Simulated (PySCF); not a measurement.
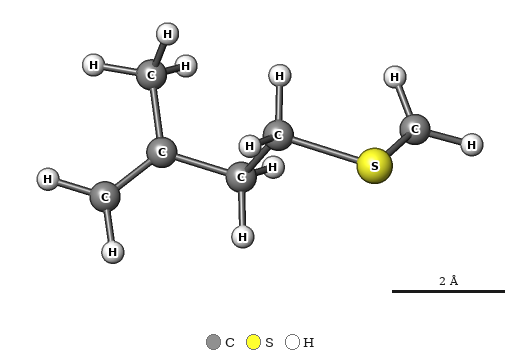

**Figure 1.** The input geometry (ball-and-stick view, seen at a tilt). Bond lengths as drawn: C–C 1.32 to 1.53 Å, C–H 1.07 to 1.09 Å and C–S 1.70 to 1.83 Å.

C6H11S: EPR calculation

- system: C6H11S, multiplicity 2, SMILES [CH2]SCCC(=C)C
- method: UKS B3LYP, pcH-1 on C H S, non-relativistic, mean-field spin-orbit, GIAO (PySCF 2.14.0)

It belongs to a series of runs on one base structure; here: H removed from sp3 C.

Input:
```
{"job": {"kind": "epr", "basis": "pcH-1"}, "charge": 0, "multiplicity": 2}
C      3.163440     0.561825     0.026784
S      2.654536    -1.016989     0.403040
C      0.890550    -0.715529     0.774571
C      0.110522    -0.366320    -0.489507
C     -1.343461    -0.121740    -0.188915
C     -2.286627    -0.958131    -0.592223
C     -1.652012     1.118378     0.594753
H      4.164699     0.652564    -0.342618
H      2.722499     1.384219     0.558071
H      0.850412     0.089961     1.506939
H      0.516570    -1.634810     1.223083
H      0.208738    -1.186524    -1.202729
H      0.554972     0.527785    -0.936091
H     -2.058030    -1.848650    -1.152932
H     -3.328408    -0.784794    -0.381133
H     -1.158272     1.981093     0.149843
H     -2.722364     1.302790     0.622684
H     -1.296522     1.021190     1.620444
```

The first line tells a small driver script what to run in PySCF; the rest is the geometry in Å.

Hardware: 1 CPU thread, shared host.

Launched with:
```bash
OMP_NUM_THREADS=1 python <driver script> task.json out
```

Log:
```
UKS, coarse grid
  cycle   1  E = -633.34446611  |g| = 3.52e-01
  cycle   2  E = -633.32543322  |g| = 3.94e-01
  cycle   3  E = -633.40549249  |g| = 5.43e-02
  cycle   4  E = -633.40660684  |g| = 3.81e-02
  cycle   5  E = -633.40735060  |g| = 5.76e-03
  cycle   6  E = -633.40737394  |g| = 3.70e-03
  cycle   7  E = -633.40738305  |g| = 1.36e-03
  cycle   8  E = -633.40738381  |g| = 7.36e-04
UKS, final grid
  cycle   1  E = -633.40741174  |g| = 1.22e-03
  cycle   2  E = -633.40740990  |g| = 2.28e-03
  cycle   3  E = -633.40741249  |g| = 1.40e-04
  cycle   4  E = -633.40741250  |g| = 3.01e-05
  cycle   5  E = -633.40741250  |g| = 2.13e-05
E = -633.40741250 Eh   <S^2> = 0.7544 (exact 0.7500)
g shifts (ppm)      1          2          3
  rmc          -169       -169       -169
  gc             14         77         46
  oz_so        -137       2483       6729
  total        -291       2391       6606
hyperfine (MHz)  atom isotope    a_iso     a_fc   dipolar eigenvalues
    0   13C     127.41     127.09    -66.95    -66.09    133.05
    1   33S       7.75       8.16    -27.58    -23.70     51.28
    2   13C       4.12       4.10     -1.64     -0.83      2.46
    3   13C       2.46       2.45     -2.13     -0.77      2.90
    4   13C      -0.08      -0.08     -1.11      0.10      1.01
    5   13C       0.80       0.81     -0.97     -0.61      1.58
    6   13C       0.45       0.45     -0.20     -0.14      0.34
    7    1H     -48.20     -48.31    -31.36     -1.92     33.28
    8    1H     -24.76     -24.86    -31.02     -1.50     32.52
    9    1H       6.35       6.34     -3.06     -2.02      5.08
   10    1H      -1.62      -1.63     -2.70     -1.83      4.52
   11    1H       1.14       1.14     -2.04     -1.14      3.18
   12    1H      -1.33      -1.33     -4.66     -2.47      7.13
   13    1H      -0.69      -0.69     -0.46     -0.14      0.60
   14    1H      -0.76      -0.76     -0.64     -0.27      0.91
   15    1H      -0.31      -0.32     -0.80     -0.71      1.51
   16    1H       0.10       0.10     -0.40     -0.32      0.72
   17    1H      -0.59      -0.59     -0.69     -0.66      1.35
```

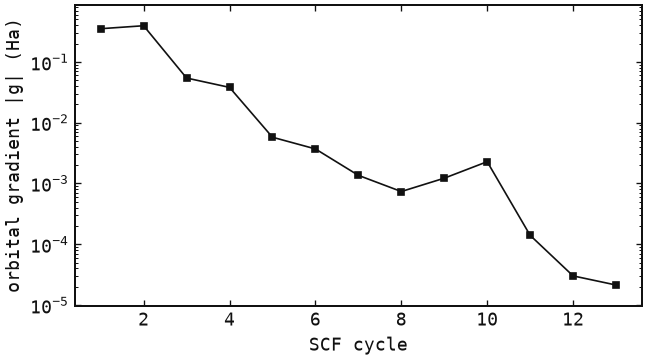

**Figure 2.** Convergence of the self-consistent field: orbital gradient |g| against the SCF cycle. All cycles printed in the log are drawn one after another.

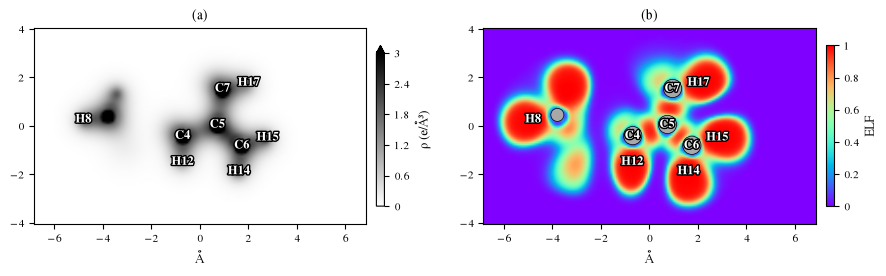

**Figure 3.** (a) total electron density; (b) electron localisation function on the plane of atoms C4, C5 and C6. Grey discs, where drawn, cover atomic cores. The section cuts through C and H sites. C–H (1.09 Å): ρ at the midpoint is about 2 e/Å³; the ELF climbs to about 1 towards the hydrogen, as it does in any bond to H. C–C (1.50 Å): ρ is about 1.7 e/Å³ halfway; the ELF peaks at about 0.95 between the atoms (localised, shared-pair bonding).

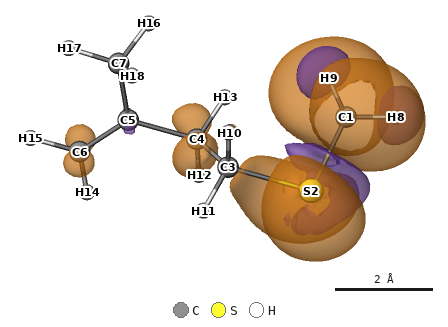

**Figure 4.** Isosurfaces of the spin density at +0.005 (orange) and −0.005 e/Å³ (purple), seen at a tilt. The unpaired spin (1 electron) lies mostly on C1 (about 0.6) and S2 (about 0.3), in electrons by Hirshfeld's partition.

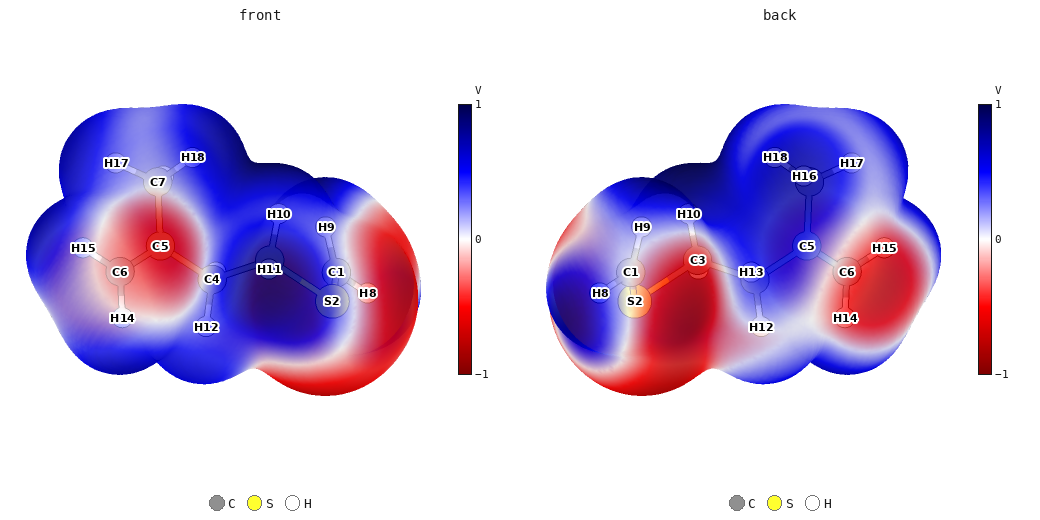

**Figure 5.** The electrostatic potential painted on the density surface at 0.002 e/bohr³, seen at a tilt and from behind; the colour scale runs from red (negative) to blue (positive).

Results in brief:

```tsv
quantity	value
outcome	converged
total energy	−633.407412 hartree
⟨S²⟩	0.754
isotropic g	2.0052
wall time	75 s
peak memory	0.98 GiB
```
